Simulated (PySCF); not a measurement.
```xyz
20

C     3.5417   -0.1697   -1.0158
N     2.8898   -0.4429    0.2291
C     1.7075   -0.1027    0.4731
C     0.7140    0.6351   -0.3969
N    -0.6443    0.6488    0.1106
C    -1.3082   -0.6444    0.0939
Si   -3.1557   -0.3840    0.4817
C    -3.8438    0.6872   -0.8830
N    -4.2812    1.3323   -1.7223
H     4.5016    0.2930   -0.7831
H     2.9864    0.4733   -1.7060
H     3.7480   -1.1261   -1.4995
H     1.3448   -0.3662    1.4648
H     0.6895    0.1932   -1.3989
H     1.0413    1.6773   -0.5004
H    -0.6546    1.0361    1.0495
H    -1.1975   -1.0558   -0.9142
H    -0.8518   -1.3781    0.7781
H    -3.8935   -1.6496    0.4597
H    -3.3391    0.3538    1.7346
```

Geometry: GFN2-xTB.

All numbers below come from PBE0/pcSseg-1, SCF density, gas phase, non-relativistic (PySCF 2.14.0).

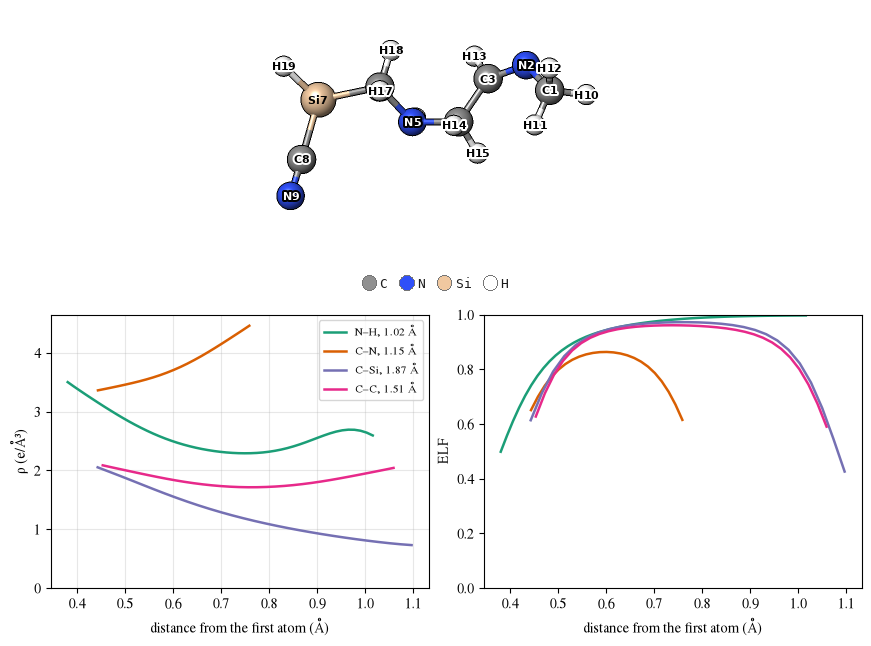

C₅H₁₁N₃Si (SMILES C/N=C\CNC[SiH2]C#N). Total electron density and electron localisation function along straight lines between neighbouring atoms. The curves leave out the atomic cores. The structure is drawn too.

Question: Compare the contacts.

Answer: N–H (1.02 Å): ρ is about 2.8 e/Å³ halfway; the ELF climbs to about 1 towards the hydrogen, as it does in any bond to H: a covalent bond by its length.
C–N (1.15 Å): the density is about 3.6 e/Å³ at the midpoint; the ELF peaks at about 0.85 between the atoms; a multiple bond.
C–Si (1.87 Å): ρ is about 0.89 e/Å³ halfway; the ELF peaks at about 1 between the atoms: a shared electron pair.
C–C (1.51 Å): the density is about 1.7 e/Å³ at the midpoint; the ELF peaks at about 0.95 between the atoms (a covalent bond).
